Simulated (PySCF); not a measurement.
## Electronic structure of CH7B2Cl2N (SMILES C[NH2+][BH2-]B(Cl)Cl) in real space

```xyz
13

C    -1.5127    0.1802   -0.5718
N    -0.5574   -0.7442    0.0361
B     0.5894   -0.0274    0.9665
B     1.8017    0.5343   -0.0649
Cl    1.8214    0.0018   -1.7585
Cl    3.1401    1.5363    0.3454
H    -2.2556   -0.3447   -1.1747
H    -2.0147    0.7439    0.2115
H    -0.9684    0.8767   -1.2047
H    -1.0462   -1.4341    0.5984
H    -0.0392   -1.2192   -0.7030
H     0.0323    0.7910    1.6251
H     1.0049   -0.8943    1.6770
```

Geometry: GFN2-xTB.

These are results of CAM-B3LYP/def2-SVPD, SCF density, gas phase (PySCF 2.14.0), not measurements.

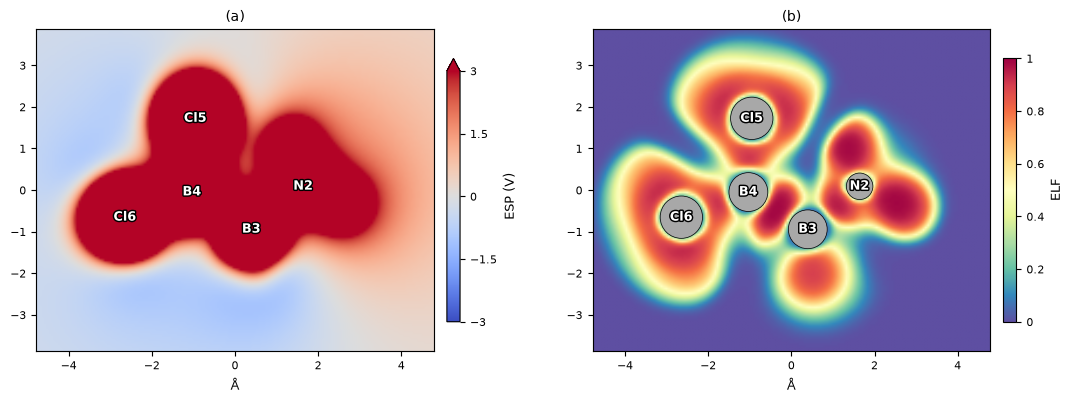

Figure 1. (a) electrostatic potential; (b) electron localisation function on the plane of atoms Cl5, B4 and Cl6. Grey discs cover the atomic cores in the ELF map.

**Interpret the plot.**

- The plane passes through N, B and Cl nuclei.
- B–N (1.64 Å): the ELF peaks at about 0.95 between the atoms, as expected for a shared but strongly polarised pair.
- B–B (1.69 Å): the ELF peaks at about 1 between the atoms: localised, covalent bonding.
- B–Cl (1.72 Å): the ELF peaks at about 0.90 between the atoms, as expected for a polar covalent bond.
- B–Cl (1.78 Å): the ELF peaks at about 0.90 between the atoms, as expected for a shared but strongly polarised pair.
- The ELF also peaks beside Cl6 and Cl5, away from the bonds: lone-pair regions.
- Outside the dense part of the molecule the potential is most negative (−1.1 V) near H12, which lies off the plane.

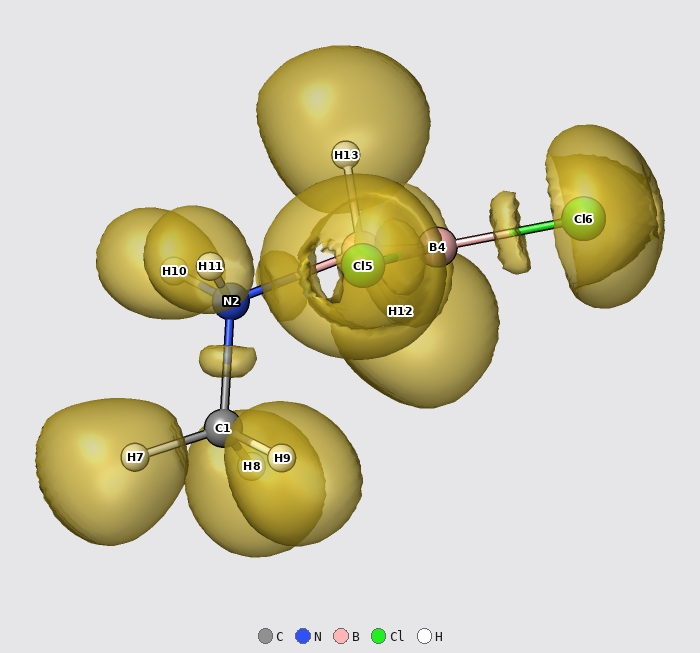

Figure 2. Isosurface of the ELF at 0.85 (yellow), seen at an oblique angle. Core shells and regions of very low density are left out.

**Describe the localisation domains.**

The surface consists of one region between bonded B–B atoms (shared pairs), two regions between bonded B–Cl atoms (shared pairs), one region between bonded B–N atoms (shared pairs), one region between bonded C–N atoms (shared pairs), seven regions around hydrogen nuclei and two rings or bowls of non-bonding electrons around Cl. Profiles from the grid: C–N (1.46 Å): the ELF peaks at about 0.95 between the atoms: a covalent bond.

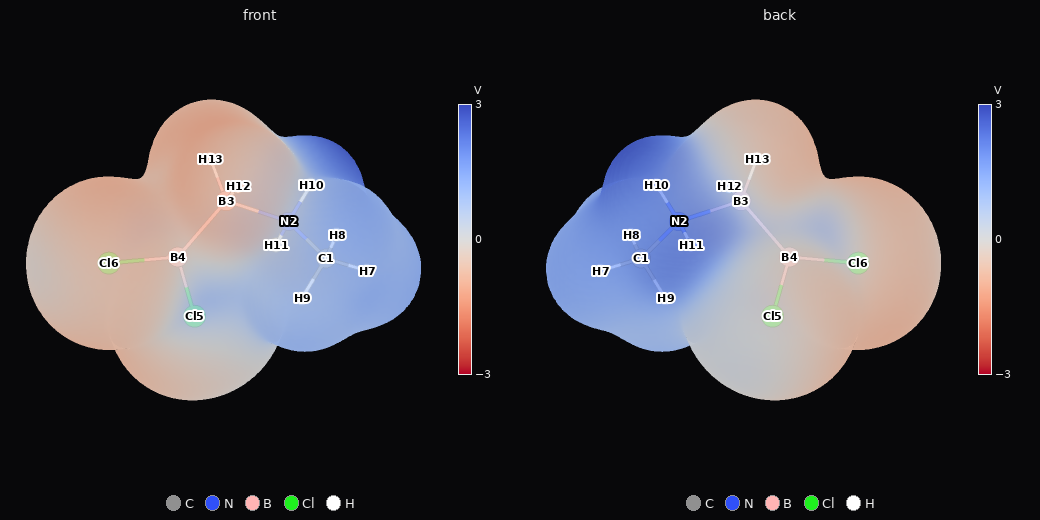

Figure 3. The molecular electrostatic potential painted on the density surface at 0.002 e/bohr³, seen from the front and from behind; red is negative and blue positive.

**Where is the surface potential most negative and most positive?**

The most negative region (about −1.1 V) lies over H12, the most positive (about +2.6 V) over H10.

**What dipole moment does the calculation give?**

Its dipole moment is 5.41 D.
